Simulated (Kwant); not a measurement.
Model system: GaAs/Al0.3Ga0.7As stack with 1 barrier. One parabolic valley. Leads of mass 0.067 mₑ with the band edge at 0; grid 0.1 nm; bias swept from 0.0096 to 0.44756 V, dropping linearly over the stack. Emitter Fermi level 0.018 eV, 4 K, equal in the collector.

| layer | thickness (nm) | band offset (eV) | mass (mₑ) |
|---|---|---|---|
| 1 | 5.7 | 0.24 | 0.092 |

The device is made up for the run: typed textbook-type constants, with dimensions and the other settings drawn at random.

Model: one-band effective-mass tight-binding model in one dimension, coherent, no space charge, current by the Tsu-Esaki formula (Kwant).

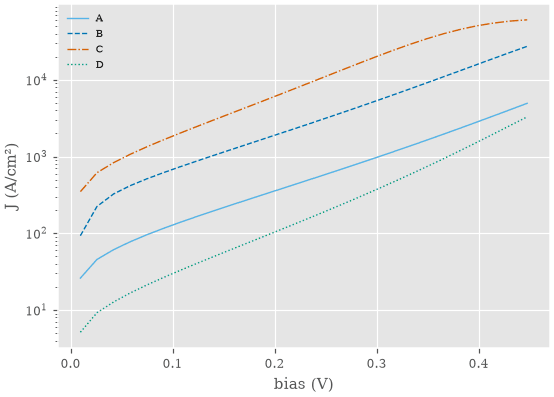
J (A/cm²) of 4 runs

```
bias (V)     A      B      C     D
--------  ----  -----  -----  ----
0.009600  26.1   93.1    349  5.13
0.02582   45.6    223    615  9.21
0.05826   77.4    417   1070  16.6
0.07448   95.3    511   1340  21.1
0.1069     138    733   2010  32.7
0.1231     164    869   2450  40.2
0.1556     229   1210   3590  60.1
0.1880     317   1680   5270  89.4
0.2042     372   1980   6390   109
0.2367     513   2750   9440   164
0.2529     603   3260  11500   201
0.2853     838   4570  17000   307
0.3178    1170   6480  24700   475
0.3340    1390   7740  29500   596
0.3665    1980  11100  40200   951
0.3827    2370  13300  45700  1210
0.4151    3410  19100  55100  1990
0.4476    4950  27400  60600  3290
```

Question: Column A is the base. The others each differ by one change: height of the first barrier 0.24 → 0.14 eV; temperature 4 → 150 K; thickness of the first barrier 5.7 → 6.8 nm. Which is which?

Answer: B: temperature 4 → 150 K; C: height of the first barrier 0.24 → 0.14 eV; D: thickness of the first barrier 5.7 → 6.8 nm.
